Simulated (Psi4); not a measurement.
# [PO3]− (metaphosphate (po31-) (8ci,9ci)) at revPBE/def2-SVPD

Aim: the vertical ionisation energy of [PO3]− (metaphosphate (po31-) (8ci,9ci)) at revPBE/def2-SVPD, from 2 runs. Input form: a Python script.

The results are computed with Psi4 1.11.

6 further runs of the same task are left out: 6 that didn't finish.

## 1. Starting point

[PO3]−: 4 atoms, total charge -1, spin state singlet. As SMILES, `O=P(=O)[O-]`. The shape is that of a GFN2-xTB optimisation.

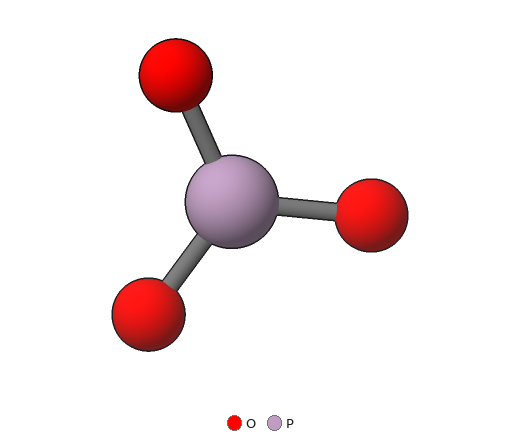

Viewed from a chosen angle; oxygen red, phosphorus pink.

## 2. Energy and gradient at revPBE/def2-SVPD

File job.py:

```python
import psi4

psi4.set_memory('1600 MB')
psi4.set_num_threads(1)
psi4.core.set_output_file('run.log', False)

molecule = psi4.geometry("""
-1 1
O      1.09596556    -0.79262673    -2.45173067
P      0.00062361     0.00086927    -0.00024566
O     -1.99747831     1.96111998     0.07184739
O      0.90090803    -1.16934363     2.38012895
units bohr
symmetry c1
no_reorient
no_com
""")

psi4.set_options({
    'basis': 'def2-SVPD',
    'reference': 'rks',
    'puream': True,
    'e_convergence': 1e-09,
    'd_convergence': 1e-08,
    'scf_type': 'pk',
    'dft_radial_points': 99,
    'dft_spherical_points': 590,
})

e_tot, wfn = psi4.gradient('revpbe', return_wfn=True)
print('gradient / Eh bohr^-1')
print(e_tot.np.round(6))
print(f'energy = {wfn.energy():.10f} Eh')
for k, v in sorted(psi4.core.scalar_variables().items()):
    print(f'{k:45s} {v:18.10f}')
```

Started as:

```console
$ python job.py
```

run.log:

```text
[...]
  Running in c1 symmetry.
[...]
  Nuclear repulsion =  168.141609835801773
[...]
  Multiplicity = 1
[...]
  Nalpha       = 20
  Nbeta        = 20
[...]
    Number of basis functions: 93
[...]
   @RKS iter   1:  -566.18710678008983    3.25431e-01   1.30752e-02 ADIIS/DIIS
[...]
   @RKS iter  12:  -566.76746580815109   -2.84217e-12   3.46187e-09 DIIS
[...]
    Orbital Energies [Eh]
    ---------------------
    Doubly Occupied:
       1A    -76.214730     2A    -18.559386     3A    -18.559365
       4A    -18.559298     5A     -6.203027     6A     -4.421957
       7A     -4.417297     8A     -4.417292     9A     -0.746040
      10A     -0.665760    11A     -0.665591    12A     -0.244527
      13A     -0.177810    14A     -0.168770    15A     -0.168762
      16A     -0.089575    17A     -0.089517    18A     -0.077077
      19A     -0.076967    20A     -0.025758
[...]
  @RKS Final Energy:  -566.76746580815109
   => Energetics <=
    Nuclear Repulsion Energy =            168.1416098358017734
    One-Electron Energy =               -1125.5042698077982095
    Two-Electron Energy =                 439.7727544719510888
    DFT Exchange-Correlation Energy =     -49.1775603081057184
    Empirical Dispersion Energy =           0.0000000000000000
    VV10 Nonlocal Energy =                  0.0000000000000000
    Total Energy =                       -566.7674658081510870
[...]
 Multipole Moments:
 ------------------------------------------------------------------------------------
     Multipole            Electronic (a.u.)      Nuclear  (a.u.)        Total (a.u.)
 ------------------------------------------------------------------------------------
 L = 1.  Multiply by 2.5417464519 to convert [e a0] to [Debye]
 Dipole X            :         -0.0041614            0.0045164            0.0003550
 Dipole Y            :         -0.0050396            0.0062360            0.0011964
 Dipole Z            :          0.0005573           -0.0017195           -0.0011623
 Magnitude           :                                                    0.0017054
[...]
  -Total Gradient:
     Atom            X                  Y                   Z
    ------   -----------------  -----------------  -----------------
       1       -0.022860319036     0.016469920839     0.051040103123
       2       -0.000076411406     0.000345862735    -0.000653707865
       3        0.041464397677    -0.040785175024    -0.001486328527
       4       -0.018541343106     0.023982420958    -0.048909491015
[...]
```

The script printed:

```text
gradient / Eh bohr^-1
[[-2.2860e-02  1.6470e-02  5.1040e-02]
 [-7.6000e-05  3.4600e-04 -6.5400e-04]
 [ 4.1464e-02 -4.0785e-02 -1.4860e-03]
 [-1.8541e-02  2.3982e-02 -4.8909e-02]]
energy = -566.7674658082 Eh
CURRENT ENERGY                                   -566.7674658082
CURRENT REFERENCE ENERGY                         -566.7674658082
DD SOLVATION ENERGY                                 0.0000000000
DFT FUNCTIONAL TOTAL ENERGY                      -566.7674658082
DFT TOTAL ENERGY                                 -566.7674658082
DFT VV10 ENERGY                                     0.0000000000
DFT XC ENERGY                                     -49.1775603081
GRID ELECTRONS ALPHA                               20.0000003255
GRID ELECTRONS BETA                                20.0000003255
GRID ELECTRONS TOTAL                               40.0000006509
NUCLEAR REPULSION ENERGY                          168.1416098358
ONE-ELECTRON ENERGY                             -1125.5042698078
PCM POLARIZATION ENERGY                             0.0000000000
PE ENERGY                                           0.0000000000
SCF ITERATION ENERGY                             -566.7674658082
SCF ITERATIONS                                     12.0000000000
SCF TOTAL ENERGY                                 -566.7674658082
TWO-ELECTRON ENERGY                               439.7727544720
XC GRID RADIAL POINTS                              99.0000000000
XC GRID SPHERICAL POINTS                          590.0000000000
XC GRID TOTAL POINTS                           225361.0000000000
```

It took 27 s on 1 thread of Intel Xeon Platinum 8375C at 2.90GHz (Ice Lake), shared host; peak memory 0.91 GiB.

## 3. Doublet neutral PO3: a single-point energy at U-revPBE/def2-SVPD

File calc.py:

```python
import psi4

psi4.set_memory('1600 MB')
psi4.set_num_threads(1)
psi4.core.set_output_file('run.log', False)

m = psi4.geometry("""
0 2
O      1.09596556    -0.79262673    -2.45173067
P      0.00062361     0.00086927    -0.00024566
O     -1.99747831     1.96111998     0.07184739
O      0.90090803    -1.16934363     2.38012895
units bohr
symmetry c1
""")

psi4.set_options({
    'basis': 'def2-SVPD',
    'reference': 'uks',
    'puream': True,
    'e_convergence': 1e-09,
    'd_convergence': 1e-08,
    'scf_type': 'pk',
    'dft_radial_points': 99,
    'dft_spherical_points': 590,
    'maxiter': 200,
})

result, w = psi4.energy('revpbe', return_wfn=True)
psi4.oeprop(w, 'LOWDIN_CHARGES', 'MAYER_INDICES', 'DIPOLE', title='REVPBE')
print('E =', round(result, 9))
```

Started as:

```console
$ python calc.py
```

run.log:

```text
[...]
  Running in c1 symmetry.
[...]
  Nuclear repulsion =  168.141609835801773
[...]
  Multiplicity = 2
[...]
  Nalpha       = 20
  Nbeta        = 19
[...]
    Number of basis functions: 93
[...]
   @UKS iter   1:  -566.29440396147641    2.18134e-01   9.68748e-03 DIIS/ADIIS
[...]
   @UKS iter  13:  -566.61060972400730   -2.04636e-12   2.64682e-09 DIIS
[...]
   @S^2 Observed:                7.545427815E-01
[...]
    Orbital Energies [Eh]
    ---------------------
    Alpha Occupied:
       1A    -76.493053     2A    -18.864309     3A    -18.864226
       4A    -18.864170     5A     -6.481646     6A     -4.699994
       7A     -4.696096     8A     -4.696093     9A     -1.038623
      10A     -0.962066    11A     -0.961988    12A     -0.521521
      13A     -0.452689    14A     -0.452643    15A     -0.446837
      16A     -0.384816    17A     -0.384806    18A     -0.354652
      19A     -0.354615    20A     -0.335780
    Alpha Virtual:
      21A     -0.105110    22A     -0.085931    23A      0.042775
      24A      0.055013    25A      0.055015    26A      0.065935
[...]
  @UKS Final Energy:  -566.61060972400730
   => Energetics <=
    Nuclear Repulsion Energy =            168.1416098358017734
    One-Electron Energy =               -1114.4252646928171089
    Two-Electron Energy =                 428.5076170271647698
    DFT Exchange-Correlation Energy =     -48.8345718941567810
    Empirical Dispersion Energy =           0.0000000000000000
    VV10 Nonlocal Energy =                  0.0000000000000000
    Total Energy =                       -566.6106097240073041
[...]
 Multipole Moments:
 ------------------------------------------------------------------------------------
     Multipole            Electronic (a.u.)      Nuclear  (a.u.)        Total (a.u.)
 ------------------------------------------------------------------------------------
 L = 1.  Multiply by 2.5417464519 to convert [e a0] to [Debye]
 Dipole X            :          0.0010903           -0.0002466            0.0008437
 Dipole Y            :          0.0012143           -0.0003445            0.0008698
 Dipole Z            :         -0.0000042            0.0000979            0.0000936
 Magnitude           :                                                    0.0012154
[...]
```

The script printed:

```text
E = -566.610609724
```

Run time: 21 s. Hardware: 1 thread of Intel Xeon Platinum 8375C at 2.90GHz (Ice Lake), shared host; peak memory 0.91 GiB.

## 4. Summary of results

Level: revPBE/def2-SVPD.

```
                                                             quantity          value
                                         singlet [PO3]−: total energy  -566.76747 Eh
                                          singlet [PO3]−: HOMO energy       -0.70 eV
                                          singlet [PO3]−: LUMO energy        3.36 eV
singlet [PO3]−: HOMO–LUMO gap (to an unbound level, set by the basis)        4.06 eV
                             singlet [PO3]−: largest force on an atom     2.998 eV/Å
                                    doublet neutral PO3: total energy  -566.61061 Eh
                                   doublet neutral PO3: dipole moment         0.00 D
              doublet neutral PO3: HOMO energy (highest over α and β)       -9.14 eV
               doublet neutral PO3: LUMO energy (lowest over α and β)       -7.91 eV
                                            doublet neutral PO3: ⟨S²⟩          0.755
                  vertical detachment energy (to the doublet neutral)       4.268 eV
```

In words: Removing an electron at fixed nuclei costs 4.27 eV (412 kJ/mol). The largest force (singlet [PO3]−) is 3.00 eV/Å: the shape isn't a stationary point for this species at this level. The negative HOMO energy of the first species, 0.70 eV, lies 3.57 eV below that difference.
